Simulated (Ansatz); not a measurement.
**LiScSO (P4/nmm): the equilibrium volume**

At what volume is LiScSO (P4/nmm) free of pressure?

Computed with Ansatz 0.2.0 (DFT PBEsol, scalar-relativistic, plane waves, PAW, unless a step's input says otherwise).

1 further run of the same task is left out (set aside as unsound or not needed).

### Step 1. The starting structure

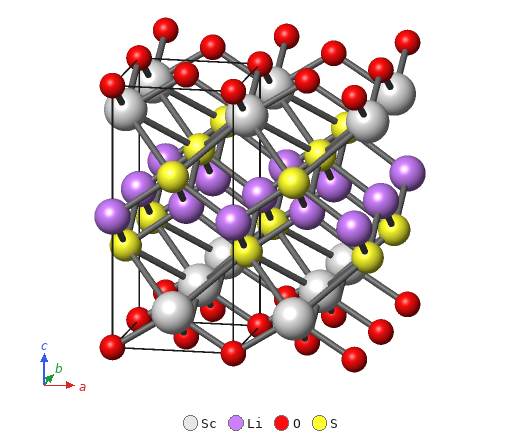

The starting structure, seen slightly off an axis (scandium white, lithium purple, oxygen red, sulfur yellow). 2×2×1 cells are drawn. Atoms on the faces are drawn again on the opposite ones.

Coordinates:

```
CELL_PARAMETERS angstrom
3.77963 0.00000 0.00000
0.00000 3.77963 0.00000
0.00000 0.00000 8.20821
ATOMIC_POSITIONS crystal
Sc 0.00000 0.50000 0.85601
Sc 0.50000 0.00000 0.14399
Li 0.50000 0.50000 0.50000
Li 0.00000 0.00000 0.50000
O 0.00000 0.00000 0.00000
O 0.50000 0.50000 0.00000
S 0.50000 0.00000 0.66290
S 0.00000 0.50000 0.33710
```

### Step 2. The first run (PBEsol, 6×6×2 mesh)

input.yaml reads:

```yaml
crystal:
  lattice:
    - [3.7796291397, 0.0, 0.0]
    - [0.0, 3.7796291397, 0.0]
    - [0.0, 0.0, 8.2082100746]
  atoms:
    - { symbol: Sc, position: [0.0, 0.5, 0.856008469] }
    - { symbol: Sc, position: [0.5, 0.0, 0.143991531] }
    - { symbol: Li, position: [0.5, 0.5, 0.5] }
    - { symbol: Li, position: [0.0, 0.0, 0.5] }
    - { symbol: O, position: [0.0, 0.0, 0.0] }
    - { symbol: O, position: [0.5, 0.5, 0.0] }
    - { symbol: S, position: [0.5, 0.0, 0.6629011659] }
    - { symbol: S, position: [0.0, 0.5, 0.3370988341] }
basis:
  ecutwfc: 420
kpoints:
  mp_grid: { grid: [6, 6, 2] }
hamiltonian:
  xc: pbesol
scf:
  occupations: { method: gaussian, width: 0.1 }
output:
  forces: true
  stress: true
  eigenvalues: true
```

Launch:

```
$ ansatz run input.yaml --threads 8 --pin off --max-ram 14336MiB --backend cpu --events-out ev --progress --plain --runs-dir out
```

The program printed, cut to the lines that bear on the results:

```text
Warning: RAYON_NUM_THREADS=8 ignored (pool sized by the plan → 8); use --threads N
[...]
Pseudopotentials: kind: paw
Pseudopotential: Sc, paw, valence charge 11, recommended cutoff 420 eV (normal), Sc.paw.azcp
Pseudopotential: Li, paw, valence charge 3, recommended cutoff 420 eV (normal), Li.paw.azcp
Pseudopotential: O, paw, valence charge 6, recommended cutoff 420 eV (normal), O.paw.azcp
Pseudopotential: S, paw, valence charge 6, recommended cutoff 420 eV (normal), S.paw.azcp
Functional definition: PBEsol
[...]
Crystal: 8 atoms, lattice volume = 117.259 Å³
Basis set: ecut = 420 eV, 2299 PW (Γ), exchange–correlation on 54×54×120 points (8 copies of the dense FFT grid, shifted against one another)
Bands: 34, of which v1, the nominal top of the filled ones, is band 26 counted from 1 (25 counted from 0)
Symmetry: 16 space group operations
Space group: P4/nmm (ITA 129), of the structure as read, at distance tolerance 4.9e-5 Å
k-points: 20 of 72
[...]
SCF iter   1: F=—  HF=-7532.716639 eV  |F-HF|=—  |Δ(HF+E_count)|=         —  Δρ=9.14e-3  dr2=9.55e-2  ethr=1.77e-3  ⟨swp⟩=6.0  Hψ=2876  notcnv=0
[...]
SCF iter   7: F=-7532.692207 eV  HF=-7532.692207 eV  |F-HF|=1.25e-8  |Δ(HF+E_count)|=   4.64e-8  Δρ=5.86e-6  dr2=5.75e-8  ethr=1.92e-10  ⟨swp⟩=6.7  Hψ=2909  notcnv=0
[...]
SCF converged after 7 iterations
Free energy (F): -7532.692207 eV
[...]
E sigma→0 (E₀):  -7532.692207 eV
Fermi energy:    7.397450 eV
[...]
--- Forces (eV/Å), atoms counted from 1 ---
  atom   1  Sc     0.00000000     0.00000000     3.31395999
  atom   2  Sc     0.00000000     0.00000000    -3.31395999
  atom   3  Li     0.00000000     0.00000000     0.00000000
  atom   4  Li     0.00000000     0.00000000     0.00000000
  atom   5  O      0.00000000     0.00000000     0.00000000
  atom   6  O      0.00000000     0.00000000    -0.00000000
  atom   7  S      0.00000000     0.00000000     0.92502984
  atom   8  S      0.00000000     0.00000000    -0.92502984
[...]
--- Stress (GPa, compression-positive) ---
      -12.972953       0.000000       0.000000
        0.000000     -12.972953       0.000000
        0.000000       0.000000      -9.789622
  P = ⅓ Tr σ = -11.9118 GPa (-119.118 kbar)
--- Band table (eV; the first three rows and the last of 20) ---
[...]
```

It took 1 s on 8 threads of Arm Neoverse V1, shared host; peak memory 0.56 GiB.

In short: volume 14.657 Å³/atom, pressure -11.91 GPa, mesh gap 2.37 eV.

### Step 3. Relaxing cell and atoms (PBEsol, 6×6×4 mesh)

input.yaml: that of step 2 with these lines changed.

```diff
@@ -17,3 +17,3 @@
 kpoints:
-  mp_grid: { grid: [6, 6, 2] }
+  mp_grid: { grid: [6, 6, 4] }
 hamiltonian:
@@ -26 +26,6 @@
   eigenvalues: true
+relax:
+  adjacent_minimum: "off"
+  f_tol: 0.05
+  max_steps: 50
+  cell: { stress_tol: 0.5 }
```

Launch:

```
$ ansatz run input.yaml --threads 8 --pin off --max-ram 14336MiB --backend cpu --events-out ev --progress --plain --runs-dir out
```

The program printed:

```text
Warning: RAYON_NUM_THREADS=8 ignored (pool sized by the plan → 8); use --threads N
Engine: ansatz 0.2.0, aarch64-unknown-linux-gnu
[... 6 set-up lines as earlier in the session ...]
  exchange = pbesol_x
  correlation = pbesol_c
Crystal: 8 atoms, lattice volume = 117.259 Å³
Basis set: ecut = 420 eV, 2299 PW (Γ), exchange–correlation on 54×54×120 points (8 copies of the dense FFT grid, shifted against one another)
Bands: 34, of which v1, the nominal top of the filled ones, is band 26 counted from 1 (25 counted from 0)
[... 2 set-up lines as earlier in the session ...]
k-points: 30 of 144
Non-local potential: Sc, projectors of the file, l = 0: 3, l = 1: 2, l = 2: 3, l = 3: 1
Non-local potential: Li, projectors of the file, l = 0: 3, l = 1: 2, l = 2: 1
Non-local potential: O, projectors of the file, l = 0: 2, l = 1: 2, l = 2: 1
Non-local potential: S, projectors of the file, l = 0: 2, l = 1: 2, l = 2: 2
PAW form: soft (Blöchl's): semilocal exchange-correlation on the pseudo side does not see the compensation charge
PAW frozen core: Sc, regenerated for the run's functional, and the local potential with it (the file was generated under x = pbe(κ = 0.804, μ = 0.2195149727645171), c = pbe(β = 0.06672455060314922))
PAW frozen core: O, regenerated for the run's functional, and the local potential with it (the file was generated under x = pbe(κ = 0.804, μ = 0.2195149727645171), c = pbe(β = 0.06672455060314922))
PAW frozen core: S, regenerated for the run's functional, and the local potential with it (the file was generated under x = pbe(κ = 0.804, μ = 0.2195149727645171), c = pbe(β = 0.06672455060314922))
PAW one-centre angular grid: Sc, 590 points (default); XC on 64 Gauss nodes
PAW one-centre angular grid: Li, 110 points (default); XC on 64 Gauss nodes
PAW one-centre angular grid: O, 110 points (default); XC on 64 Gauss nodes
PAW one-centre angular grid: S, 110 points (default); XC on 64 Gauss nodes
Initial density: superposition of atomic densities (neutral atoms: chi_scale 0, normalization atom), corrected by the library's trained network
Initial wavefunctions: pseudopotential atomic-orbital guess
Functional: x = pbesol(κ = 0.804, μ = 0.12345679012345678), c = pbesol(β = 0.046)
SCF iter   1: F=—  HF=-7532.717187 eV  |F-HF|=—  |Δ(HF+E_count)|=         —  Δρ=9.14e-3  dr2=9.57e-2  ethr=1.77e-3  ⟨swp⟩=5.8  Hψ=4303  notcnv=0
preconditioner: auto → Resta (q_TF=auto, 2.383 Å⁻¹)  ε∞=6.3  [insulator: Δε(μ)=2.275 eV  Ē_g=8.418 eV  σ=0.100 eV  W_gap=1.00  n_scr=30 (ndim 8)  ℏωp=19.4 eV  f_vac=0.000  D(μ)=0.00/eV (n_scr^D=0)  ε∞_Penn≈6.3]
SCF iter   2: F=—  HF=-7532.697653 eV  |F-HF|=—  |Δ(HF+E_count)|=   1.95e-2  Δρ=3.85e-3  dr2=2.52e-2  ethr=1.84e-4  ⟨swp⟩=2.0  Hψ=1725  notcnv=0  defer=43
SCF iter   3: F=—  HF=-7532.693561 eV  |F-HF|=—  |Δ(HF+E_count)|=   4.09e-3  Δρ=1.81e-3  dr2=4.44e-3  ethr=4.85e-5  ⟨swp⟩=2.0  Hψ=1285  notcnv=0  defer=43
SCF iter   4: F=—  HF=-7532.692780 eV  |F-HF|=—  |Δ(HF+E_count)|=   7.81e-4  Δρ=6.85e-4  dr2=8.10e-4  ethr=8.55e-6  ⟨swp⟩=2.1  Hψ=1431  notcnv=0  defer=43
SCF iter   5: F=—  HF=-7532.692671 eV  |F-HF|=—  |Δ(HF+E_count)|=   1.10e-4  Δρ=1.43e-4  dr2=2.82e-5  ethr=1.56e-6  ⟨swp⟩=2.1  Hψ=1284  notcnv=0  defer=43
SCF iter   6: F=—  HF=-7532.692665 eV  |F-HF|=—  |Δ(HF+E_count)|=   5.58e-6  Δρ=2.48e-5  dr2=1.31e-6  ethr=5.43e-8  ⟨swp⟩=2.1  Hψ=1419  notcnv=0  defer=43
SCF iter   7: F=-7532.692665 eV  HF=-7532.692665 eV  |F-HF|=1.33e-8  |Δ(HF+E_count)|=   5.00e-8  Δρ=5.90e-6  dr2=5.81e-8  ethr=1.92e-10  ⟨swp⟩=7.2  Hψ=4501  notcnv=0
SCF 1 converged in 7 iterations: F = -7532.692665 eV  dr2 = 5.81e-8
relax step   1: F+E_penalty+E_count = -7532.69266525 eV  Δ(F+E_penalty+E_count) = +0.000e0 eV  max|allowed force component| = 3.313e0 eV/Å  Δτ_max = 0.0000 Å  P = -11.914 GPa  Ω = 117.259 Å³  (7 SCF iters, dr2 threshold 1.00e-7 eV, accepted)
[... from here on, the SCF cycles and remarks between the steps are left out ...]
relax step   2: F+E_penalty+E_count = -7533.93936117 eV  Δ(F+E_penalty+E_count) = -1.247e0 eV  max|allowed force component| = 1.931e-1 eV/Å  Δτ_max = 0.1967 Å  P = +1.657 GPa  Ω = 105.555 Å³  energy of the carried Pulay correction = +1.671e-2 eV  (7 SCF iters, dr2 threshold 8.00e-7 eV, accepted)
relax step   3: F+E_penalty+E_count = -7533.93916973 eV  Δ(F+E_penalty+E_count) = +1.914e-4 eV  max|allowed force component| = 7.240e-1 eV/Å  Δτ_max = 0.0539 Å  P = +0.620 GPa  Ω = 109.063 Å³  energy of the carried Pulay correction = +1.152e-2 eV  (6 SCF iters, dr2 threshold 8.00e-7 eV, accepted)
relax step   4: F+E_penalty+E_count = -7533.99053375 eV  Δ(F+E_penalty+E_count) = -5.136e-2 eV  max|allowed force component| = 1.222e-1 eV/Å  Δτ_max = 0.0355 Å  P = -0.281 GPa  Ω = 108.065 Å³  energy of the carried Pulay correction = +1.298e-2 eV  (6 SCF iters, dr2 threshold 8.00e-7 eV, accepted)
relax step   5: F+E_penalty+E_count = -7533.99311449 eV  Δ(F+E_penalty+E_count) = -2.581e-3 eV  max|allowed force component| = 6.384e-3 eV/Å  Δτ_max = 0.0136 Å  P = -0.387 GPa  Ω = 108.207 Å³  energy of the carried Pulay correction = +1.277e-2 eV  (5 SCF iters, dr2 threshold 8.00e-7 eV, accepted)
relax step   6: F+E_penalty+E_count = -7533.99428745 eV  Δ(F+E_penalty+E_count) = -1.173e-3 eV  max|allowed force component| = 6.853e-3 eV/Å  Δτ_max = 0.0019 Å  P = -0.105 GPa  Ω = 107.891 Å³  energy of the carried Pulay correction = +1.324e-2 eV  (4 SCF iters, dr2 threshold 6.55e-7 eV, accepted)
relax step   7: F+E_penalty+E_count = -7533.98640953 eV  Δ(F+E_penalty+E_count) = +7.878e-3 eV  max|allowed force component| = 6.554e-3 eV/Å  Δτ_max = 0.0000 Å  P = -0.238 GPa  Ω = 107.891 Å³  stress off target by 2.97e-1 GPa  SCF on the basis re-selected at this cell (its energy is not comparable with the rows above)  (4 SCF iters)
basis re-selected at this cell: Δ(F+E_penalty+E_count) = +7.878e-3 eV, ΔP = -0.133 GPa vs the last step (what re-selecting the basis moved, of the pressure what is left beyond the Pulay correction that the steps carried, after the strain that the cell walked since its last selection, with what the two solves' SCF thresholds leave and, on support functions, any second-order correction that the steps lacked; it is no measure of the basis error at this ecutwfc). The dense FFT grid was sized anew with the basis: this SCF ran on 25×25×60 points, the steps before it on 27×27×60, so part of this shift can come from that change (see relax.cell in the input reference). This SCF's stress stands 2.97e-1 GPa from its target on what of the cell is left free (relax.cell.stress_tol is 5.00e-1 GPa) and its largest allowed force component is 6.55e-3 eV/Å (relax.f_tol is 5.00e-2 eV/Å): within both
SCF converged after 4 iterations
Free energy (F): -7533.986410 eV
Harris-Foulkes:  -7533.986410 eV  (|F-HF|=2.71e-9)
Internal energy: -7533.986410 eV  (E = F + TS)
E sigma→0 (E₀):  -7533.986410 eV
Fermi energy:    8.591128 eV
--- Per-component energies (eV) ---
  E_band       = -484.405695
  E_kinetic    = 1139.164956
  E_local      = -4053.853773  (includes V_loc(G=0)·N_el)
  E_nonlocal   = 247.410555
  E_hartree    = 1585.811727
  E_xc         = -572.912958
  E_vxc        = -655.803471  (∫ρ·V_xc dr)
  E_paw        = -3374.127245  (= ΣΔE_a)
  E_vpaw       = -332.952422  (= ΣTr[D̂ρ^β])
  E_aug_tail   = 0.005026  (compensation charges beyond the density's cutoff)
  E_ewald      = -2505.937221
  E_core_change = 0.452524  (= ΣΔE_core)
  E_smearing   = -0.000000  (= −TS)
  E_closure    = 0.000000  (closes the sum)
  Σ components = -7533.986410   (vs F -7533.986410, Δ=0.00e0)
--- Forces (eV/Å), atoms counted from 1 ---
  atom   1  Sc     0.00000000     0.00000000    -0.00655425
  atom   2  Sc     0.00000000     0.00000000     0.00655425
  atom   3  Li     0.00000000     0.00000000     0.00000000
  atom   4  Li     0.00000000     0.00000000     0.00000000
  atom   5  O      0.00000000     0.00000000     0.00000000
  atom   6  O      0.00000000     0.00000000     0.00000000
  atom   7  S      0.00000000     0.00000000    -0.00388230
  atom   8  S      0.00000000     0.00000000     0.00388230
  max |Σ_I F_I| component: 8.67e-19 eV/Å
--- Stress (GPa, compression-positive) ---
       -0.297266       0.000000       0.000000
        0.000000      -0.297266       0.000000
        0.000000       0.000000      -0.118716
  P = ⅓ Tr σ = -0.2377 GPa (-2.377 kbar)
--- Band table (eV; the first three rows and the last of 30) ---
  k-point 0: bands = ["-41.0632", "-41.0033", "-36.2486", "-36.1572", "-20.0787", "-19.7825", "-19.7825", "-19.7419", "-19.6338", "-19.6338", "-10.3598", "-9.4632", "-4.1266", "-4.0057", "2.5219", "2.7443", "2.7443", "3.6935", "4.8989", "5.5466", "5.5466", "6.3961", "6.3961", "7.1528", "7.3116", "7.3116", "10.0573", "10.4513", "10.6293", "11.4562", "11.5337", "12.3287", "12.8017", "12.8017"]
[... 3 lines left out ...]
--- Relaxed structure (6 steps of the walk, 6 accepted, 1 SCFs on fresh bases) ---
  F+E_penalty+E_count = -7533.98640953 eV   max|allowed force component| = 6.554e-3 eV/Å   (the final SCF, on the basis selected at the relaxed cell)
  cell:  # Å, volume = 107.8913 Å³
    - [3.6170102370074626, 1.8590200504261415e-33, 0.0]
    - [1.8590200504261415e-33, 3.6170102370074626, 0.0]
    - [0.0, 0.0, 8.246827884330546]
  atoms:
    - { symbol: Sc, position: [-1.413219692385071e-35, 0.5, 0.8778308497359059] }
    - { symbol: Sc, position: [0.5, -1.4928377032236199e-37, 0.1221691502640942] }
    - { symbol: Li, position: [0.5, 0.5, 0.5] }
    - { symbol: Li, position: [1.6918827303201522e-35, 1.4430764464495417e-36, 0.5] }
    - { symbol: O, position: [-2.527871844125404e-35, -5.473738245153435e-37, 0.0] }
    - { symbol: O, position: [0.5, 0.5, 0.0] }
    - { symbol: S, position: [0.5, -5.4737382451534155e-37, 0.6853413045625443] }
    - { symbol: S, position: [-1.174365659869279e-35, 0.5, 0.3146586954374557] }
```

Wall time 9.5 s (8 threads of Arm Neoverse V1, shared host); peak memory 0.62 GiB.

Step by step:

| step | energy from step 1 (meV/atom) | largest force component (eV/Å) | pressure (GPa) | volume (Å³/atom) |
| --- | --- | --- | --- | --- |
| 1 | 0.0 | 3.313 | -11.91 | 14.657 |
| 2 | -155.8 | 0.193 | 1.66 | 13.194 |
| 3 | -155.8 | 0.724 | 0.62 | 13.633 |
| 4 | -162.2 | 0.122 | -0.28 | 13.508 |
| 5 | -162.6 | 0.006 | -0.39 | 13.526 |
| 6 | -162.7 | 0.007 | -0.10 | 13.486 |
| 7 | -161.7 | 0.007 | -0.24 | 13.486 |

Step 1 is the start. Step 7 repeats the geometry before it on a plane-wave basis chosen anew for the final cell, which shifts the energy by +1.0 meV/atom. The run keeps the 16 symmetry operations that it found, so it can't reach a distortion that breaks them.

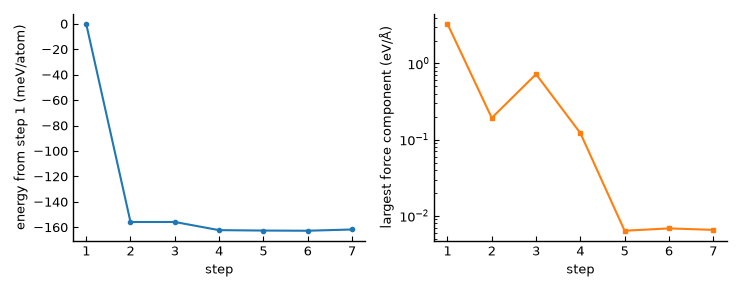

Energy and largest force along the relaxation.

Result: volume 13.486 Å³/atom, pressure -0.24 GPa, gap on the mesh 2.48 eV.

[end of part 1 of 2]
